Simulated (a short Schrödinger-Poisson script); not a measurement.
Stack: MOS inversion layer, SiO2 on p-type Si(110), at 300 K.

| layer | material | thickness (nm) | Na (cm⁻³) |
|---|---|---|---|
| 1 | SiO2 | 2.2 | - |
| 2 | Si | 1300 | 2.8e16 |

The device is made up for the run: typed textbook-type constants, with dimensions and the other settings drawn at random. SiO2: permittivity 3.9, conduction-band edge (eV) 3.15, gap (eV) 9, electron mass (mₑ) 0.5. Si: permittivity 11.7, conduction-band edge (eV) 0, gap (eV) 1.124, Nv at 300 K (cm⁻³) 3.1e19.

Channel valleys (confinement mass, in-plane density-of-states mass, number): Δ4 0.315, 0.324, 4; Δ2 0.19, 0.417, 2. At the gate the conduction-band edge of layer 1 lies 3.61 eV − eVg above the Fermi level of the channel; the field vanishes at the back. Gaps are held at their typed values at every temperature. Mesh 0.03 nm at interfaces.

Solved with a short Schrödinger-Poisson script written for these runs: 1D Poisson equation in equilibrium, electrons quantum, Hartree (BenDaniel-Duke, 12 states a valley, the channel's in-plane mass for all, wave functions free to enter the dielectric), parabolic valleys, classical holes, full ionisation, no traps, pinning or gate leakage.

Only gate voltages with over 1e8 electrons/cm² are shown.

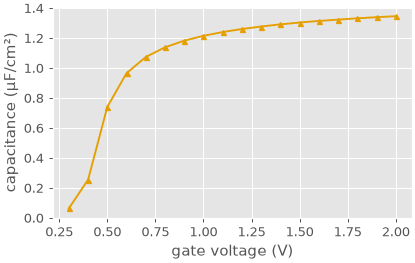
Figure: Quasi-static capacitance against gate voltage

| Vg (V) | electrons (cm⁻²) | C (μF/cm²) | Δ4 E0 (meV) | Δ4 E1 (meV) | Δ2 E0 (meV) | Δ2 E1 (meV) |
|---|---|---|---|---|---|---|
| 0.3 | 1.52e9 | 0.0637 | 255.1 | 288.4 | 262.1 | 301.3 |
| 0.5 | 3.49e11 | 0.741 | 111.8 | 151.7 | 120.3 | 166.2 |
| 0.7 | 1.52e12 | 1.07 | 70.0 | 121.2 | 81.5 | 137.4 |
| 0.9 | 2.94e12 | 1.18 | 50.2 | 111.1 | 64.3 | 128.3 |
| 1.1 | 4.45e12 | 1.24 | 37.2 | 106.3 | 53.5 | 124.0 |
| 1.3 | 6.03e12 | 1.28 | 27.5 | 103.6 | 45.6 | 121.6 |
| 1.5 | 7.64e12 | 1.30 | 19.5 | 102.0 | 39.3 | 120.2 |
| 1.7 | 9.28e12 | 1.32 | 12.8 | 101.1 | 34.0 | 119.4 |
| 1.9 | 1.09e13 | 1.34 | 6.9 | 100.6 | 29.5 | 118.9 |

Subbands count from the Fermi level.
